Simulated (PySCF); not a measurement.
SMILES N#Cc1ccc(O[SiH3])s1, GFN2-xTB optimised geometry. Atoms within 1.6 Å of the plane z = 0.0 Å (x, y, z in Å): N1 (-2.26, -3.96, 0.00), C2 (-1.57, -3.04, 0.00), C3 (-0.72, -1.94, 0.00), C4 (0.65, -1.94, 0.00), C5 (1.21, -0.65, 0.00), C6 (0.26, 0.34, 0.00), O7 (0.48, 1.63, 0.00), Si8 (-0.54, 2.92, -0.02), S9 (-1.35, -0.31, 0.00), H10 (1.24, -2.84, 0.00), H11 (2.26, -0.44, 0.00), H12 (0.47, 3.96, -0.01), H13 (-1.37, 2.86, -1.22), H14 (-1.39, 2.87, 1.17).

Method: PBE/def2-TZVP (PySCF 2.14.0). Cells within 0.4 Å of a nucleus heavier than hydrogen are left out (blank, or x).

Map of the deformation density (molecule minus spherical neutral atoms) (e/bohr³), clipped to [-0.15, 0.15] on the plane z = 0.0 Å:

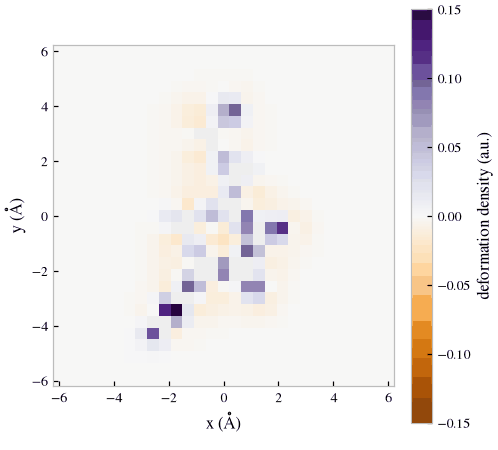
Figure. Deformation density (molecule minus spherical neutral atoms) (e/bohr³), clipped to [-0.15, 0.15] on the plane z = 0.0 Å.
